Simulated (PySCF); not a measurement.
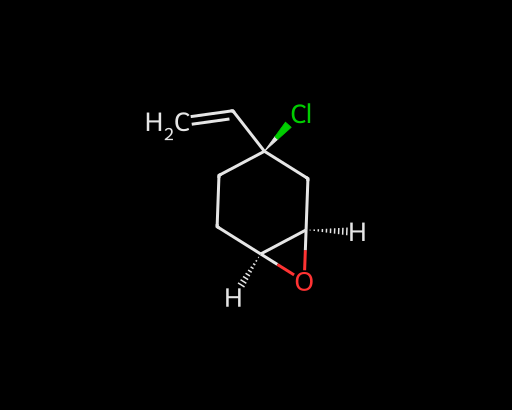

The drawing above gives the connectivity. The computed structure is the end point of a PBE0-D3(BJ)/def2-SVP optimisation. No frequency run is at hand to confirm it as a minimum.

What does the molecule look like in three dimensions?

The molecule is C8H11ClO. As SMILES it reads `C=C[C@@]1(Cl)CC[C@@H]2O[C@@H]2C1`. Independent rings (smallest set): 1 of 3 members, 1 of 6 members. Among its groups: ether, alkene, C–Cl bond. This geometry has C1 symmetry. Coordination, clear cases only: 2 C trigonal planar; 4 C tetrahedral.

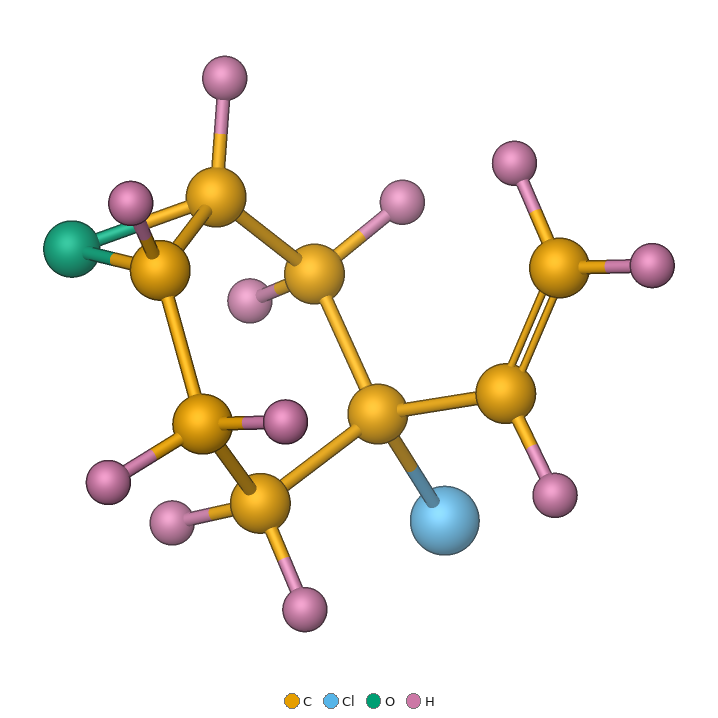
